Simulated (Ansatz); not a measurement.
## Run report: BSiH$_{6}$OF, frequency calculation

- system: BSiH$_{6}$OF
- method: RKS PBE-D4/6-31G* (Ansatz 0.2.0)

It belongs to a series of runs on one base structure; here: vibrations at the highest image of the band. Figures and captions count atoms from 1; the log counts them from 0 in places.

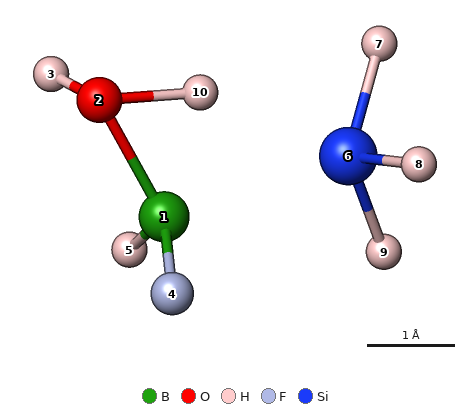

*The structure (ball-and-stick view, seen at a tilt; atoms are numbered from 1 in the order of the input).*

Bond lengths as drawn: B–F 1.36 Å, B–H 1.21 Å, B–O 1.61 Å, H–O 0.98 to 1.22 Å and H–Si 1.50 to 1.51 Å.

Input
```yaml
crystal:
  periodic: [false, false, false]
  atoms:
    - { symbol: B, position_ang: [-0.239661, 0.237597, 0.211313] }
    - { symbol: O, position_ang: [0.344976, -0.572126, 1.473597] }
    - { symbol: H, position_ang: [-0.427385, -0.904245, 1.983254] }
    - { symbol: F, position_ang: [0.530811, 0.037509, -0.88806] }
    - { symbol: H, position_ang: [-1.441914, 0.125178, 0.123085] }
    - { symbol: Si, position_ang: [0.139888, 2.391612, 0.781668] }
    - { symbol: H, position_ang: [-0.103528, 2.949077, 2.163348] }
    - { symbol: H, position_ang: [1.497667, 2.844366, 0.333753] }
    - { symbol: H, position_ang: [-0.899578, 3.002496, -0.111307] }
    - { symbol: H, position_ang: [0.323626, 0.643234, 1.537048] }
basis:
  gaussian: { orbitals: "6-31G*" }
hamiltonian:
  xc: pbe
  dispersion: d4
phonons: {}
```

Run as:
```bash
ansatz run input.yaml --threads 1 --pin off --max-ram 2048MiB --backend cpu --events-out ev --progress --plain --runs-dir out
```

Log
```
Engine: ansatz 0.2.0, x86_64-unknown-linux-gnu
Functional definition: PBE
  parameter kappa = 0.804
  parameter beta = 0.06672455060314922
  exchange = pbe_x(kappa = kappa, mu = beta*pi^2/3)
  correlation = pbe_c(beta = beta)
886 factors; their error is unknown
mean field evaluation 1: about -13400.6480 eV, gradient 4.6e1 eV
mean field evaluation 2: about -13389.4444 eV, gradient 9.2e1 eV
mean field evaluation 4: about -13404.4043 eV, gradient 5.7e0 eV
mean field evaluation 8: about -13404.4725 eV, gradient 1.2e-1 eV
mean field evaluation 16: about -13404.4051 eV, gradient 7.7e-5 eV
mean field -13404.40509652 eV, -492.6028014650 hartree, gradient 1.5e-5 eV, S^2 0.000000; 0 other end points of the search recorded, 0 dependent functions left out
the calculation of the forces begins
reference -13404.40512879 eV, -492.6028026508 hartree; 21, 21 occupied and 55, 55 virtual orbitals, 886 factors
these checks for a lower state are left out or cut short: stability, starts, cluster_reference, orbital_swaps, neighbouring_geometries, increment
886 factors; their error is unknown
mean field -13404.40487815 eV, -492.6027934399 hartree, gradient 1.9e-6 eV, S^2 0.000000; 0 other end points of the search recorded, 0 dependent functions left out
[... from here on the field's lines of each further geometry are left out, up to the last ...]
the calculation of the forces begins
reference -13404.40510428 eV, -492.6028017503 hartree; 21, 21 occupied and 55, 55 virtual orbitals, 886 factors
these checks for a lower state are left out or cut short: stability, starts, cluster_reference, orbital_swaps, neighbouring_geometries, increment
886 factors; their error is unknown
mean field -13404.40508542 eV, -492.6028010570 hartree, gradient 2.0e-6 eV, S^2 0.000000; 0 other end points of the search recorded, 0 dependent functions left out
the calculation of the forces begins
reference -13404.40511768 eV, -492.6028022427 hartree; 21, 21 occupied and 55, 55 virtual orbitals, 886 factors
WARN: phonons: modes at or below zero, which the zero-point energy, F, S and C_V leave out: 1, the lowest at -1159.03 cm⁻¹. A minimum has none, and a first-order saddle one
Total energy: -13404.56277985 eV, -492.6085962204 hartree
Atom 0 at    -0.239661     0.237597     0.211313 Å, force    -0.035033     0.014358     0.013257 eV/Å
Atom 1 at     0.344976    -0.572126     1.473597 Å, force    -0.001807     0.021309    -0.013919 eV/Å
Atom 2 at    -0.427385    -0.904245     1.983254 Å, force     0.002839    -0.004048    -0.003548 eV/Å
Atom 3 at     0.530811     0.037509    -0.888060 Å, force     0.009842     0.000458    -0.009635 eV/Å
Atom 4 at    -1.441914     0.125178     0.123085 Å, force    -0.001064    -0.000027     0.016927 eV/Å
Atom 5 at     0.139888     2.391612     0.781668 Å, force    -0.003959    -0.011548     0.010767 eV/Å
Atom 6 at    -0.103528     2.949077     2.163348 Å, force    -0.014802    -0.000063    -0.012580 eV/Å
Atom 7 at     1.497667     2.844366     0.333753 Å, force     0.008184     0.002863     0.008346 eV/Å
Atom 8 at    -0.899578     3.002496    -0.111307 Å, force     0.008127    -0.001373    -0.016127 eV/Å
Atom 9 at     0.323626     0.643234     1.537048 Å, force     0.027673    -0.021930     0.006513 eV/Å
Dipole moment:    -0.256832    -0.146110     0.469446 e Å
Vibrations: -1159.03 65.74 174.24 308.37 350.07 395.57 453.78 474.64 553.80 728.84 830.74 890.94 901.40 912.23 1047.82 1056.68 1221.21 1290.44 1785.44 2137.75 2181.39 2196.50 2540.51 3608.84 cm⁻¹, zero-point energy 1.618424 eV
```

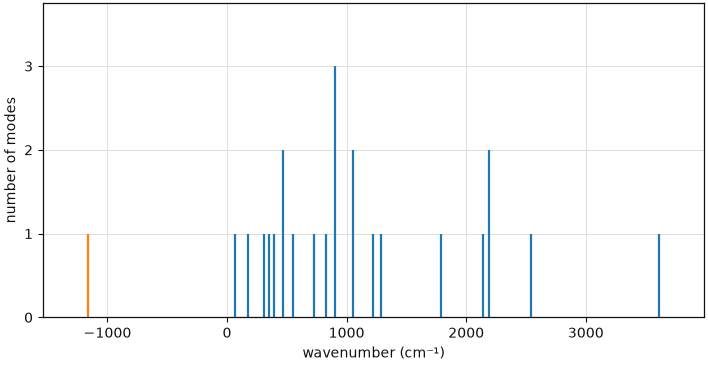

*Harmonic vibrational wavenumbers from the force constants; neighbouring modes closer than 22 cm⁻¹ are counted in one stick, and imaginary ones are drawn at negative wavenumbers.*

24 modes from 1159i to 3609 cm⁻¹, 1 imaginary beyond 8i (1159i cm⁻¹): a first-order saddle point, if the geometry is stationary.

Key numbers

```tsv
quantity	value
outcome	converged
total energy	−13404.5628 eV
mean-field energy	−13404.4051 eV
largest force (length of the vector)	0.040 eV/Å
hardware	1 thread of Intel Xeon (Granite Rapids), 32 GiB of memory available, shared host
wall time	61 s
peak memory	0.12 GiB
```
